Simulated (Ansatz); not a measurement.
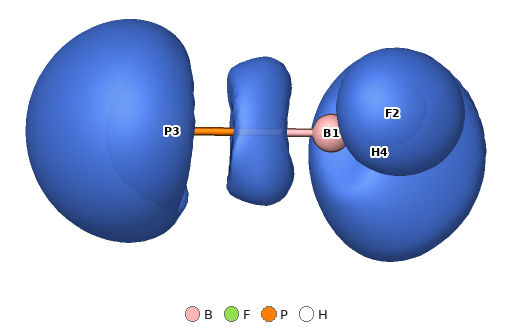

Figure 1: BFHP (triplet). Isosurface of the ELF at 0.75 (blue), seen from one side. Core shells and regions of very low density are left out.

Geometry: PBE0-D4/def2-TZVP.

Theory: isolated molecule in a Gaussian basis; Kohn-Sham density functional theory, functional PBE0 (Ansatz).

### Identify the bonds, lone pairs and shells in this picture.

At this value the surface marks out one region between bonded B–P atoms (shared pairs), one region around a hydrogen nucleus, one region on F in which the atom's valence shell and bonds are merged and one lobe on P, pointing away from the bonds (non-bonding electrons). Along the contacts the grid gives the following. B–F (1.32 Å): the ELF peaks at about 0.85 between the atoms (a shared but strongly polarised pair). B–P (1.92 Å): the ELF peaks at about 0.95 between the atoms, as expected for localised, covalent bonding.
